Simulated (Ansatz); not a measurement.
Breaking the Ga1–Cl2 bond in GaCl (multiplicity 1 held). Energies count from the point at 2.239 Å.


Restricted levels (R-, RO-) in cc, def2 and unpolarised 6-31G sets keep to the state of the molecule at rest. Unrestricted levels (U-) break spin symmetry where that is lower. Active spaces are followed from rest. Curves can end on different states.

Frozen-core correlation. Filled d and f shells under p-block atoms count as core.

Programs: Ansatz (an electronic-structure program). Each number belongs to the level named beside it.

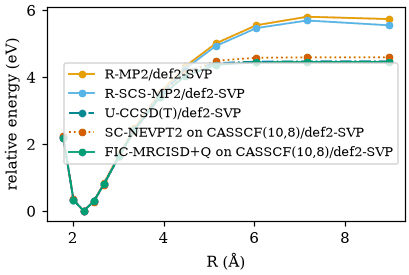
Figure. Relative energy along the coordinate

Doubts at one or more of the structures used: a restricted determinant that unrestricted orbitals would lower (R-MP2/def2-SVP, R-SCS-MP2/def2-SVP); other coupled-cluster roots lie near (U-CCSD(T)/def2-SVP); a spin-contaminated determinant (U-CCSD(T)/def2-SVP); T1 above 0.05 (U-CCSD(T)/def2-SVP); the program's own flag: other amplitudes (U-CCSD(T)/def2-SVP); the program's own flag: lower state (U-CCSD(T)/def2-SVP).
